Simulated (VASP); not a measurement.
# Driving VASP from ASE on LaAl, part 2 of 4

Do ASE scripts that read LaAl from different structure formats give one answer, and do several routes find one equilibrium volume? All runs use LDA. Left out of this account: 1 further run (self-consistent run: a reference on another mesh). The start is a computed cell from the Materials Project.

VASP 6.6.1; LDA; plane waves and PAW (La, Al).

Still holding for the runs below: The k-mesh is coarse for a metal.

So far. Step 2 (A single point (LDA, through ASE)): The pressure is -3.61 GPa and the largest force 0.100 eV/Å, so the cell is not at a minimum at these settings.

## Step 3: A single point (LDA, through ASE), try 2

System of this step: LaAl. Symmetry: Cmcm, No. 63, orthorhombic system. The conventional cell has a = 9.471 Å, b = 7.795 Å, c = 5.742 Å, α = 90.00°, β = 90.00°, γ = 90.00°. Nearest to La lie 8 Al at 3.24 to 3.61 Å and 3 La at 3.36 to 3.45 Å. Nearest to Al lie 2 Al at 2.76 Å and 8 La at 3.24 to 3.34 Å. Al has 4 Al at 2.76 to 2.87 Å and 8 La at 3.43 to 3.61 Å nearest. Farther neighbours are not listed.

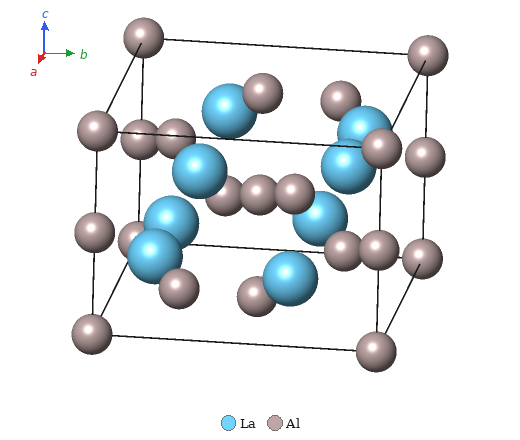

The cell of this step (lanthanum blue, aluminium light grey). Some periodic images of atoms are drawn too.

The single point through ASE, with the structure read from a CIF with its space group. The file expands to the conventional cell of 16 atoms, on a 3×3×4 mesh.

The input, run.py:

```python
import numpy as np
from ase.calculators.vasp import Vasp
from ase.io import read
from ase.dft.bandgap import bandgap

atoms = read('LaAl.cif')

calc = Vasp(
    xc='lda',
    pp='LDA',
    prec='Accurate',
    encut=400,
    ediff=1e-06,
    nelm=100,
    ismear=-1,
    sigma=0.05,
    lreal=False,
    algo='Normal',
    nbands=72,
    lasph=True,
    lorbit=11,
    lwave=False,
    lcharg=False,
    kpar=4,
    ncore=2,
    isif=2,
    pp_version='64',
    setups={'La': '', 'Al': ''},
    kpts=(3, 3, 4),
    gamma=True,
    txt='vasp.out',
)
atoms.calc = calc

print("energy (eV):", round(atoms.get_potential_energy(), 6))
print("Fermi level (eV):", round(calc.get_fermi_level(), 4))
print("forces (eV/A):")
print(np.round(atoms.get_forces(), 4))
print("stress (GPa, Voigt, tension positive):", np.round(atoms.get_stress() * 160.21766, 3))
gap, p1, p2 = bandgap(calc, direct=False)
print("gap on the mesh (eV):", round(gap, 4))
```

The input, LaAl.cif:

```cif
data_LaAl
_cell_length_a 9.47144094
_cell_length_b 7.79461772
_cell_length_c 5.74227809
_cell_angle_alpha 90.00000000
_cell_angle_beta 90.00000000
_cell_angle_gamma 90.00000000
_space_group_name_H-M_alt 'Cmcm'
_space_group_name_Hall '-C 2c 2'
_space_group_IT_number 63
loop_
_space_group_symop_operation_xyz
'x,y,z'
'-x,-y,-z'
'-x,-y,z+1/2'
'x,y,-z+1/2'
'x,-y,-z'
'-x,y,z'
'-x,y,-z+1/2'
'x,-y,z+1/2'
'x+1/2,y+1/2,z'
'-x+1/2,-y+1/2,-z'
'-x+1/2,-y+1/2,z+1/2'
'x+1/2,y+1/2,-z+1/2'
'x+1/2,-y+1/2,-z'
'-x+1/2,y+1/2,z'
'-x+1/2,y+1/2,-z+1/2'
'x+1/2,-y+1/2,z+1/2'
loop_
_atom_site_label
_atom_site_type_symbol
_atom_site_symmetry_multiplicity
_atom_site_Wyckoff_symbol
_atom_site_fract_x
_atom_site_fract_y
_atom_site_fract_z
_atom_site_occupancy
La1 La 8 g 0.3226125550 0.8357134650 0.7500000000 1
Al1 Al 4 c 0.5000000000 0.1983152500 0.7500000000 1
Al2 Al 4 a 0.0000000000 0.0000000000 0.5000000000 1
```

PAW data sets: La and Al (LDA family, release 64).

Command:

```bash
> export ASE_VASP_COMMAND="mpirun -np 8 vasp_std"
> python run.py
```

The program printed:

```text
energy (eV): -84.385783
Fermi level (eV): 7.5956
forces (eV/A):
[[ 0.0282  0.0145  0.    ]
 [-0.0282 -0.0145 -0.    ]
 [ 0.0282 -0.0145  0.    ]
 [-0.0282  0.0145 -0.    ]
 [ 0.0282  0.0145  0.    ]
 [-0.0282 -0.0145 -0.    ]
 [ 0.0282 -0.0145 -0.    ]
 [-0.0282  0.0145 -0.    ]
 [-0.     -0.1058  0.    ]
 [-0.      0.1058  0.    ]
 [-0.     -0.1058  0.    ]
 [-0.      0.1058  0.    ]
 [-0.     -0.      0.    ]
 [-0.     -0.      0.    ]
 [-0.     -0.      0.    ]
 [-0.     -0.      0.    ]]
stress (GPa, Voigt, tension positive): [ 3.722  3.688  3.443  0.    -0.    -0.   ]
gap on the mesh (eV): 0.0
```

Elapsed: 72 s, on 8 MPI ranks of Intel Xeon Platinum 8488C (Sapphire Rapids), shared host; peak memory 2.2 GiB.

ASE turned this into the INCAR:

```
ENCUT = 400.000000
SIGMA = 0.050000
EDIFF = 1.00e-06
ALGO = Normal
PREC = Accurate
ISIF = 2
ISMEAR = -1
KPAR = 4
LORBIT = 11
NBANDS = 72
NELM = 100
NCORE = 2
LASPH = .TRUE.
LCHARG = .FALSE.
LWAVE = .FALSE.
LREAL = .FALSE.
```

The KPOINTS that ASE wrote:

```
KPOINTS created by Atomic Simulation Environment
0
Gamma
3 3 4
0 0 0
```

vasp.out:

```text
[banner, memory and clock lines left out]
running    8 mpi-ranks, on    1 nodes
 distrk:  each k-point on    2 cores,    4 groups
 distr:  one band on    2 cores,    1 groups

 POSCAR found type information on POSCAR LaAl
 POSCAR found :  2 types and      16 ions
 LDA part: xc-table for (Slater(with rela. corr.)+CA(PZ))
 , standard interpolation
 POSCAR, INCAR and KPOINTS ok, starting setup
 FFT: planning ... GRIDC
 FFT: planning ... GRID_SOFT
 FFT: planning ... GRID
 WAVECAR not read
 entering main loop
       N       E                     dE             d eps       ncg     rms          rms(c)
DAV:   1     0.129235869762E+04    0.12924E+04   -0.30599E+04  1728   0.159E+03
DAV:   2     0.251943354533E+03   -0.10404E+04   -0.10076E+04  2576   0.399E+02
DAV:   3    -0.369253873043E+02   -0.28887E+03   -0.28154E+03  2848   0.266E+02
DAV:   4    -0.765065311883E+02   -0.39581E+02   -0.38115E+02  3248   0.112E+02
DAV:   5    -0.830483826789E+02   -0.65419E+01   -0.63487E+01  3456   0.414E+01    0.994E+00
DAV:   6    -0.840258934089E+02   -0.97751E+00   -0.15561E+01  3400   0.195E+01    0.475E+00
DAV:   7    -0.842596204943E+02   -0.23373E+00   -0.43781E+00  3432   0.121E+01    0.129E+00
DAV:   8    -0.843674389139E+02   -0.10782E+00   -0.13008E+00  3456   0.553E+00    0.724E-01
DAV:   9    -0.844012872084E+02   -0.33848E-01   -0.36854E-01  3440   0.374E+00    0.479E-01
DAV:  10    -0.844111016569E+02   -0.98144E-02   -0.10592E-01  3312   0.172E+00    0.921E-02
DAV:  11    -0.844140918810E+02   -0.29902E-02   -0.31753E-02  3224   0.984E-01    0.103E-01
DAV:  12    -0.844150196755E+02   -0.92779E-03   -0.98481E-03  3400   0.486E-01    0.635E-02
DAV:  13    -0.844153101227E+02   -0.29045E-03   -0.30758E-03  3344   0.286E-01    0.430E-02
DAV:  14    -0.844153908356E+02   -0.80713E-04   -0.99740E-04  2848   0.180E-01    0.164E-02
DAV:  15    -0.844154179595E+02   -0.27124E-04   -0.29908E-04  2912   0.831E-02    0.425E-03
DAV:  16    -0.844154277715E+02   -0.98120E-05   -0.98042E-05  1824   0.445E-02    0.823E-04
DAV:  17    -0.844154310773E+02   -0.33057E-05   -0.33205E-05  1728   0.268E-02    0.600E-04
DAV:  18    -0.844154322021E+02   -0.11248E-05   -0.11312E-05  1728   0.164E-02    0.591E-04
DAV:  19    -0.844154325851E+02   -0.38302E-06   -0.38637E-06  1696   0.112E-02
   1 F= -.84415433E+02 E0= -.84385783E+02  d E =-.592984E-01
```

OUTCAR, selected parts (step 3):

```text
  LATTYP: Found a simple orthorhombic cell.
 ALAT       =     5.7422780900
 B/A-ratio  =     1.3574086099
 C/A-ratio  =     1.6494221965

 Found     12 irreducible k-points:

   k-points           NKPTS =     12   k-points in BZ     NKDIM =     12   number of bands    NBANDS=     72

   dimension x,y,z NGX =    64 NGY =   54 NGZ =   40
   dimension x,y,z NGXF=   128 NGYF=  108 NGZF=   80

   ENCUT  =  400.0 eV  29.40 Ry    5.42 a.u.  15.45 12.71  9.36*2*pi/ulx,y,z

   NELECT =     112.0000    total number of electrons

 E-fermi :   7.5956

 k-point     1 :       0.0000    0.0000    0.0000
  band No.  band energies     occupation
    ...
     54       6.8375      2.00000
     55       7.0750      1.99994
     56       7.1216      1.99985
     57       7.2043      1.99920
     58       7.5456      1.46214
     59       8.1001      0.00008
     60       8.1078      0.00007
     61       8.2758      0.00000
     62       8.4287      0.00000
     63       8.4543      0.00000
    ...

 k-point     2 :       0.3333    0.0000    0.0000
  band No.  band energies     occupation
    ...
     53       6.8219      2.00000
     54       6.8584      2.00000
     55       7.1331      1.99981
     56       7.4205      1.94148
     57       7.4620      1.87072
     58       7.7930      0.03787
     59       8.0090      0.00051
     60       8.0374      0.00029
     61       8.2137      0.00001
     62       8.4213      0.00000
    ...

  Total       -9.8476846     -9.7584343     -9.1112919      0.0000000      0.0000000      0.0000000
  in kB      -37.2177072    -36.8804004    -34.4346320      0.0000000      0.0000000      0.0000000
  external PRESSURE =     -36.1775799 kB  Pullay stress =       0.0000000 kB

  energy-cutoff  :      400.00
  volume of cell :      423.93
      direct lattice vectors                 reciprocal lattice vectors
     9.471440940  0.000000000  0.000000000     0.105580556  0.000000000  0.000000000
     0.000000000  7.794617720  0.000000000     0.000000000  0.128293655  0.000000000
     0.000000000  0.000000000  5.742278090     0.000000000  0.000000000  0.174146912

 POSITION                                       TOTAL-FORCE (eV/Angst)
 -----------------------------------------------------------------------------------
      3.05561      6.51407      4.30671         0.028229      0.014513      0.000000
      6.41584      1.28055      1.43557        -0.028229     -0.014513     -0.000000
      3.05561      1.28055      1.43557         0.028229     -0.014513      0.000000
      6.41584      6.51407      4.30671        -0.028229      0.014513     -0.000000
      7.79133      2.61676      4.30671         0.028229      0.014513      0.000000
      1.68011      5.17786      1.43557        -0.028229     -0.014513     -0.000000
      7.79133      5.17786      1.43557         0.028229     -0.014513     -0.000000
      1.68011      2.61676      4.30671        -0.028229      0.014513     -0.000000
      4.73572      1.54579      4.30671        -0.000000     -0.105775      0.000000
      4.73572      6.24883      1.43557        -0.000000      0.105775      0.000000
      0.00000      5.44310      4.30671        -0.000000     -0.105775      0.000000
      0.00000      2.35152      1.43557        -0.000000      0.105775      0.000000
      0.00000      0.00000      2.87114        -0.000000     -0.000000      0.000000
      0.00000      0.00000      0.00000        -0.000000     -0.000000      0.000000
      4.73572      3.89731      2.87114        -0.000000     -0.000000      0.000000
      4.73572      3.89731      0.00000        -0.000000     -0.000000      0.000000
 -----------------------------------------------------------------------------------
    total drift:                                0.000000      0.000000      0.000000

  FREE ENERGIE OF THE ION-ELECTRON SYSTEM (eV)
  ---------------------------------------------------
  free  energy   TOTEN  =       -84.4154325851 eV

  energy  without entropy=      -84.3561341534  energy(sigma->0) =      -84.38578337

 total charge
# of ion       s       p       d       f       tot
--------------------------------------------------
    1        2.056   5.579   0.869   0.122   8.626
    2        2.056   5.579   0.869   0.122   8.626
    3        2.056   5.579   0.869   0.122   8.626
    4        2.056   5.579   0.869   0.122   8.626
    5        2.056   5.579   0.869   0.122   8.626
    6        2.056   5.579   0.869   0.122   8.626
    7        2.056   5.579   0.869   0.122   8.626
    8        2.056   5.579   0.869   0.122   8.626
    9        0.455   0.374   0.000   0.000   0.829
   10        0.455   0.374   0.000   0.000   0.829
   11        0.455   0.374   0.000   0.000   0.829
   12        0.455   0.374   0.000   0.000   0.829
   13        0.434   0.359   0.000   0.000   0.793
   14        0.434   0.359   0.000   0.000   0.793
   15        0.434   0.359   0.000   0.000   0.793
   16        0.434   0.359   0.000   0.000   0.793
--------------------------------------------------
tot         20.008  47.563   6.951   0.979  75.500

[... 2 parts as in an earlier step ...]

[... 7 further parts left out ...]
```

This step gave:

- SCF cycles: 19
- electrons: 112
- bands: 72
- irreducible k-points: 12
- free energy (TOTEN): -84.4154 eV
- energy at zero smearing: -84.3858 eV
- Fermi energy: 7.596 eV
- pressure: -3.618 GPa

Force by atom:

| atom | x (eV/Å) | y (eV/Å) | z (eV/Å) | size |
| --- | --- | --- | --- | --- |
| La1 | 0.028 | 0.015 | 0.000 | 0.032 |
| La2 | -0.028 | -0.015 | 0.000 | 0.032 |
| La3 | 0.028 | -0.015 | 0.000 | 0.032 |
| La4 | -0.028 | 0.015 | 0.000 | 0.032 |
| La5 | 0.028 | 0.015 | 0.000 | 0.032 |
| La6 | -0.028 | -0.015 | 0.000 | 0.032 |
| La7 | 0.028 | -0.015 | 0.000 | 0.032 |
| La8 | -0.028 | 0.015 | 0.000 | 0.032 |
| Al9 | 0.000 | -0.106 | 0.000 | 0.106 |
| Al10 | 0.000 | 0.106 | 0.000 | 0.106 |
| Al11 | 0.000 | -0.106 | 0.000 | 0.106 |
| Al12 | 0.000 | 0.106 | 0.000 | 0.106 |
| Al13 | 0.000 | 0.000 | 0.000 | 0.000 |
| Al14 | 0.000 | 0.000 | 0.000 | 0.000 |
| Al15 | 0.000 | 0.000 | 0.000 | 0.000 |
| Al16 | 0.000 | 0.000 | 0.000 | 0.000 |

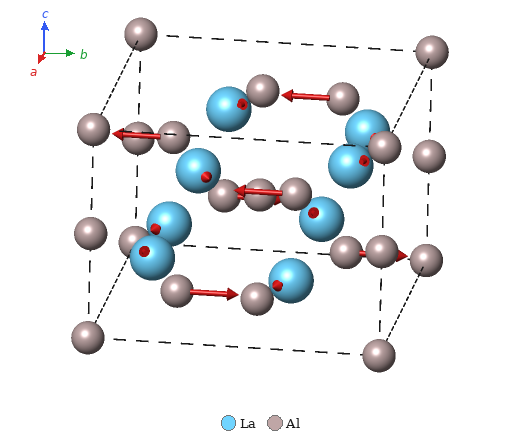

Force as arrows, the longest 0.106 eV/Å. Some periodic images of atoms are drawn too.

The energy lies -5.17 meV an atom from the first script, since this cell and mesh sample the zone at other points.

(Continued in part 3 of 4.)

[Lines on the potential files, build, host, timing and source positions are cut from VASP's logs without a mark.]

[Logs are printed without paths, hosts, clocks, repeated set-up lines and the standing remarks that a program may print on its own settings, such as how far it seeks lower states.]

[Hosts, paths, dates, database ids (printed as entryN), source tags and the programs' standing remarks are cut or masked in the printed files.]

[A measured line is paired with the nearest computed mode of its activity, which favours agreement.]
